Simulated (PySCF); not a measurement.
**Two runs on N2HO**

System: N2HO (Protonated Nitrous Oxide), charge +1.
Method of run A: GIAO wB97X-D/pcSseg-2 NMR shielding, non-relativistic, gas phase (PySCF 2.14.0).

The geometry comes from this level: PBE0-D3(BJ)/def2-TZVP. Text and figures count atoms from 1; the logs count them from 0 in places.

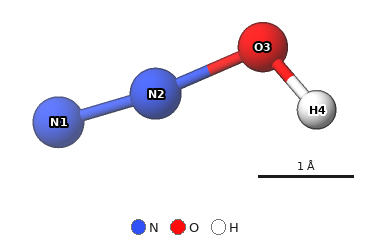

Fig. 1: The structure as given in the input (ball-and-stick view, seen at a tilt; atoms are numbered from 1 in the order of the input).

### Input file, run A
```
{"job": {"kind": "nmr", "xc": "wB97X-D", "basis": "pcSseg-2", "pop": false}, "charge": 1, "multiplicity": 1}
N      1.562557     0.009439    -0.404707
N      0.485708    -0.061840    -0.206743
O     -0.700722    -0.248226     0.143360
H     -1.309807     0.275046    -0.436437
```

The first line tells a small driver script what to run in PySCF; the rest is the geometry in Å.

Launched with:
```bash
OMP_NUM_THREADS=1 python <driver script> task.json out
```

Hardware: 1 CPU thread, shared host.

### Output (run A)
```
coarse grid: 3832 points
cycle   1  E = -184.7750884417  dE =  1.129e+00  |g| = 7.842e-01  |ddm| = 1.577e+00
cycle   2  E = -184.7294617452  dE =  4.563e-02  |g| = 1.041e+00  |ddm| = 8.856e-01
cycle   3  E = -184.8986604679  dE = -1.692e-01  |g| = 1.684e-01  |ddm| = 5.184e-01
cycle   4  E = -184.9024743205  dE = -3.814e-03  |g| = 8.895e-02  |ddm| = 1.357e-01
cycle   5  E = -184.9038795706  dE = -1.405e-03  |g| = 1.989e-02  |ddm| = 4.220e-02
cycle   6  E = -184.9039456478  dE = -6.608e-05  |g| = 2.233e-03  |ddm| = 9.582e-03
cycle   7  E = -184.9039475226  dE = -1.875e-06  |g| = 6.042e-04  |ddm| = 3.838e-03
final grid: 38568 points
cycle   8  E = -184.9039903083  dE = -6.138e-05  |g| = 3.266e-03  |ddm| = 4.270e-02
cycle   9  E = -184.9039914557  dE = -1.147e-06  |g| = 2.304e-03  |ddm| = 5.272e-03
cycle  10  E = -184.9039920579  dE = -6.022e-07  |g| = 1.302e-03  |ddm| = 1.766e-03
cycle  11  E = -184.9039923631  dE = -3.052e-07  |g| = 2.606e-04  |ddm| = 8.210e-04
cycle  12  E = -184.9039923780  dE = -1.497e-08  |g| = 9.271e-05  |ddm| = 2.071e-04
cycle  13  E = -184.9039923796  dE = -1.574e-09  |g| = 2.530e-05  |ddm| = 6.255e-05
cycle  14  E = -184.9039923798  dE = -1.923e-10  |g| = 4.006e-06  |ddm| = 2.517e-05
converged SCF energy = -184.9039923798

GIAO shielding tensors (ppm)
atom      isotropic    diamagn.    paramagn.     s11        s22        s33       span
  0 N      -17.360     318.537    -335.897   -209.115   -155.137    312.172    521.287
  1 N       23.880     324.649    -300.769   -151.113   -129.056    351.809    502.922
  2 O      177.378     380.452    -203.074     36.932    125.856    369.346    332.414
  3 H       22.017      24.587      -2.569     15.951     16.929     33.173     17.222
```

Run B used a changed input.

### The two runs side by side

| quantity | run A | run B |
| --- | --- | --- |
| outcome | converged | converged |
| total energy (hartree) | −184.903992 | −185.002538 |
| HOMO (eV) | −20.89 | −15.97 |
| LUMO (eV) | −7.28 | −2.44 |
| shielding of N1 (ppm) | −17.4 | −8.4 |
| shielding of N2 (ppm) | 23.9 | 20.0 |
| shielding of O3 (ppm) | 177.4 | 175.7 |
| shielding of H4 (ppm) | 22.0 | 21.2 |
| SCF iterations | 14 | 13 |
| basis functions | 122 | 122 |
| wall time (shared host) | 3.5 s | 3.8 s |

Which change of the input explains these differences?

The change (lines with − go, lines with + come):
```diff
+"solvent": "chloroform"
```

The total energy of run B is 61.8 kcal/mol lower: the change of the electrostatic solvation energy at this fixed geometry, without cavity or dispersion terms. The HOMO goes from −20.89 to −15.97 eV. The LUMO goes from −7.28 to −2.44 eV. Of all shieldings, the largest change is that of N1, by +8.9 ppm. The SCF takes 13 iterations against 14.

### Output (run B)
```
coarse grid: 3832 points
cycle   1  E = -184.8846915695  dE =  1.019e+00  |g| = 7.509e-01  |ddm| = 1.577e+00
cycle   2  E = -184.8557563054  dE =  2.894e-02  |g| = 9.576e-01  |ddm| = 8.147e-01
cycle   3  E = -184.9986123918  dE = -1.429e-01  |g| = 1.450e-01  |ddm| = 4.829e-01
cycle   4  E = -185.0015525152  dE = -2.940e-03  |g| = 7.075e-02  |ddm| = 1.188e-01
cycle   5  E = -185.0024063304  dE = -8.538e-04  |g| = 2.022e-02  |ddm| = 3.573e-02
cycle   6  E = -185.0024750121  dE = -6.868e-05  |g| = 1.957e-03  |ddm| = 8.850e-03
cycle   7  E = -185.0024765152  dE = -1.503e-06  |g| = 4.977e-04  |ddm| = 3.448e-03
final grid: 38568 points
cycle   8  E = -185.0025359693  dE = -6.087e-05  |g| = 3.131e-03  |ddm| = 4.077e-02
cycle   9  E = -185.0025373122  dE = -1.343e-06  |g| = 1.790e-03  |ddm| = 5.042e-03
cycle  10  E = -185.0025376878  dE = -3.755e-07  |g| = 1.018e-03  |ddm| = 1.655e-03
cycle  11  E = -185.0025378668  dE = -1.790e-07  |g| = 2.551e-04  |ddm| = 6.630e-04
cycle  12  E = -185.0025378808  dE = -1.404e-08  |g| = 6.927e-05  |ddm| = 2.017e-04
cycle  13  E = -185.0025378817  dE = -9.148e-10  |g| = 2.471e-05  |ddm| = 5.300e-05
converged SCF energy = -185.0025378817

GIAO shielding tensors (ppm)
atom      isotropic    diamagn.    paramagn.     s11        s22        s33       span
  0 N       -8.421     320.801    -329.222   -195.326   -142.753    312.817    508.143
  1 N       19.987     323.360    -303.373   -156.558   -134.389    350.908    507.466
  2 O      175.654     382.024    -206.370     30.666    121.630    374.667    344.001
  3 H       21.234      24.089      -2.855     15.200     15.961     32.542     17.342
```
